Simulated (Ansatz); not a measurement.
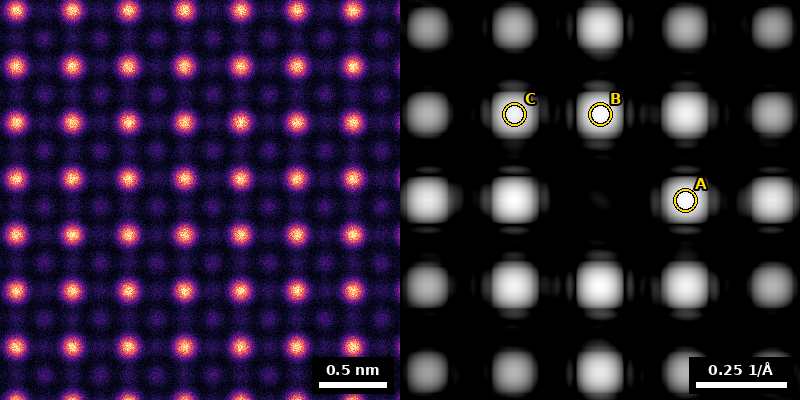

Z-contrast image of a crystal. The image is simulated as a sum over atoms of Z^1.8, blurred by a 1.30 Å probe (no channelling). The probe carries 15 % of its weight in a tail 2.5 times as wide. Shot noise was added.

The right panel is the modulus of the image's Fourier transform on a logarithmic scale.

### Which lattice spacings do the marked spots stand for, and what angle do A and B enclose?

A: 4.2 Å, B: 4.2 Å, C: 3.0 Å; A and B enclose about 90°.

The crystal is NaCrF3 (Pm-3m, No. 221) along [001]; the spots are (010), (-1 0 0) and (-1 -1 0). Structure used: the geometry relaxed (final pressure about -6 GPa) with DFT, PAW plane waves, r2scan in Ansatz; the starting structure was generated, so it need not be a known form of this composition.
